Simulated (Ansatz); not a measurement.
B2BrFH2Si (SMILES F[B+]B[SiH-]Br)

Input file:

```
basis:
  gaussian:
    orbitals: def2-TZVPD
crystal:
  periodic: [false, false, false]
  atoms:
    - {symbol: B, position_ang: [-0.130662, 0.549107, -0.909399]}
    - {symbol: B, position_ang: [0.991160, 0.447874, -1.972730]}
    - {symbol: Br, position_ang: [-0.625651, -1.595423, 2.019834]}
    - {symbol: F, position_ang: [1.968171, 0.248217, -2.773598]}
    - {symbol: Si, position_ang: [0.376139, -0.880501, 0.165089]}
    - {symbol: H, position_ang: [-1.058371, 1.292310, -0.771782]}
    - {symbol: H, position_ang: [1.549368, -1.764849, -0.072251]}
hamiltonian:
  xc: pbe0
output:
  forces: true
  orbitals: {seedname: orbitals}
```

Run with:

```sh
ansatz run input.yaml --threads 2 --pin off --max-ram 4350MiB --events-out events.jsonl --progress --plain --runs-dir runs
```

Geometry: B3LYP-D3(BJ)/def2-SVP.

The calculation used isolated molecule in a Gaussian basis; Kohn-Sham density functional theory, functional PBE0 (Ansatz).

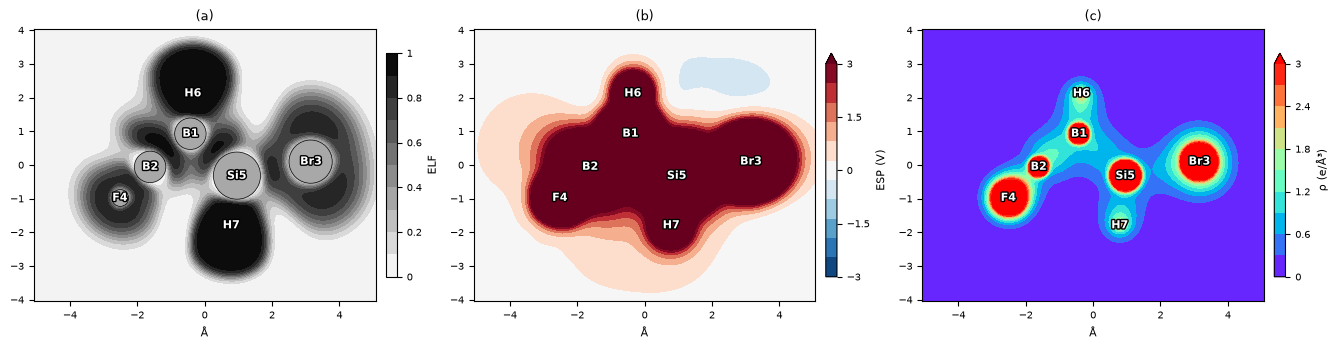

Figure 1. (a) ELF; (b) molecular electrostatic potential; (c) electron density on the molecular plane. Grey discs cover the atomic cores in the ELF map.

Q: Read the bonding off the picture.

A:
- The plane passes through B, Br, F, Si and H nuclei.
- B–F (1.28 Å): ρ at the midpoint is about 2.5 e/Å³; the ELF peaks at about 0.85 between the atoms, as expected for a polar covalent bond.
- B–B (1.55 Å): ρ is about 1.2 e/Å³ halfway; the ELF peaks at about 0.95 between the atoms, as expected for localised, covalent bonding.
- Si–B (1.86 Å): the density is about 0.85 e/Å³ at the midpoint; the ELF peaks at about 0.90 between the atoms (a covalent bond).
- Si–Br (2.23 Å): the density is about 0.76 e/Å³ at the midpoint; the ELF peaks at about 0.85 between the atoms; a polar covalent bond.
- B–H (1.20 Å): the density is about 1.2 e/Å³ at the midpoint; the ELF climbs to about 1 towards the hydrogen, as it does in any bond to H (a covalent bond by its length).
- The ELF also peaks beside F4 and Br3, away from the bonds: lone-pair regions.
- Outside the dense part of the molecule the potential is most negative (−0.3 V) near Br3.

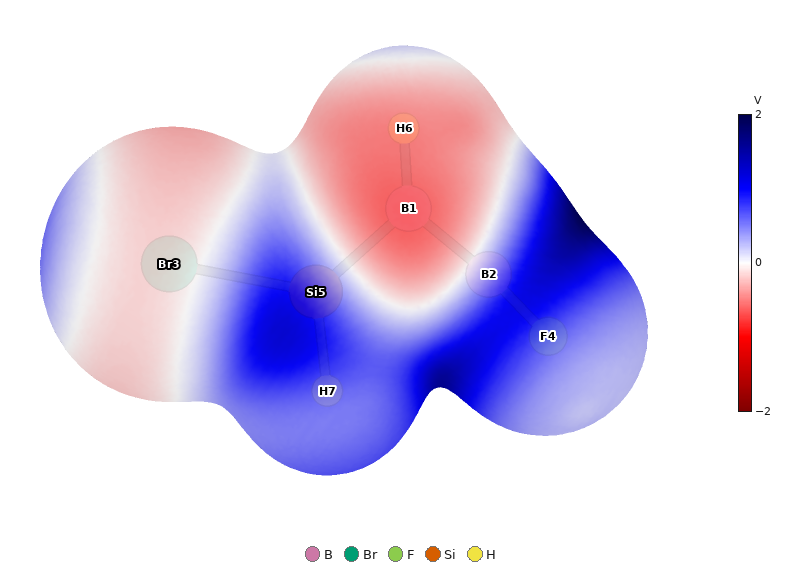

Figure 2. The molecular electrostatic potential painted on the density surface at 0.002 e/bohr³, seen across its widest extent; the colour scale runs from red (negative) to blue (positive).

Q: Which sites attract a positive test charge, and which a negative one?

A: A positive charge is drawn to the negative regions and a negative charge to the positive ones. The most negative region (about −0.6 V) lies over H6, the most positive (about +1.8 V) over B2. Br3 shows a σ-hole: about +0.6 V at the tip opposite its bond, against about −0.2 V on its flanks.

Q: How polar is the molecule by this calculation?

A: Its dipole moment is 1.63 D.

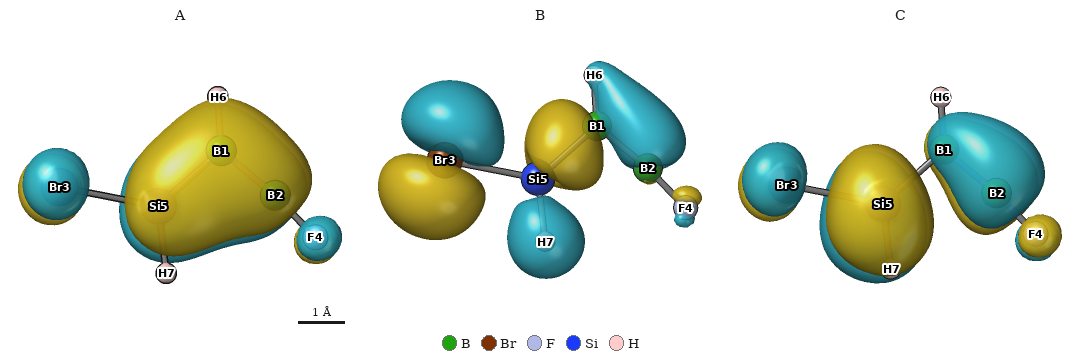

Figure 3. Three frontier orbitals at ±0.08 Å⁻³ᐟ² (yellow and cyan are the two phases), in no order.

Q: Order the three orbitals by energy and name them.

A: B is the HOMO−1 (−8.45 eV). Its weight (Hirshfeld) is mainly on Br3 (about 55 %), Si5 (about 15 %), B1 (about 15 %), H7 (about 5 %) and B2 (about 5 %); it is symmetric in the molecular plane (an in-plane orbital: σ, lone-pair or in-plane π type). A is the HOMO (−6.41 eV). Its weight (Hirshfeld) is mainly on B1 (about 35 %), Si5 (about 30 %), B2 (about 20 %) and Br3 (about 5 %); it changes sign across the molecular plane (π type); π-bonding across B1–B2 and B1–Si5. C is the LUMO (−2.05 eV). Its weight (Hirshfeld) is mainly on Si5 (about 45 %), B2 (about 25 %), B1 (about 10 %) and Br3 (about 10 %); it changes sign across the molecular plane (π type); π-bonding across B1–B2.

Q: What is the HOMO–LUMO gap?

A: 4.36 eV between the orbital energies.

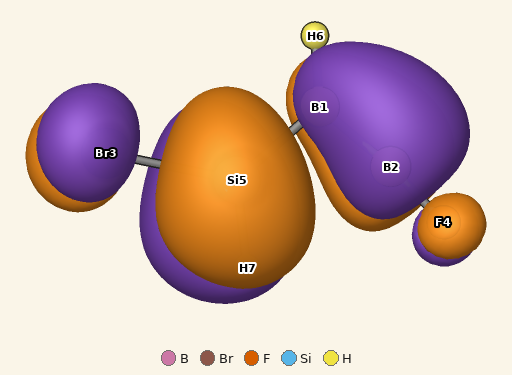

Figure 4. One frontier orbital at ±0.06 Å⁻³ᐟ² (orange and purple are the two phases), seen across its widest extent.

Q: Which orbital is it: HOMO or LUMO?

A: The LUMO, at −2.05 eV. By Hirshfeld shares it lies mainly on Si5 (about 45 %), B2 (about 25 %), B1 (about 10 %) and Br3 (about 10 %); it changes sign across the molecular plane (π type); π-bonding across B1–B2.
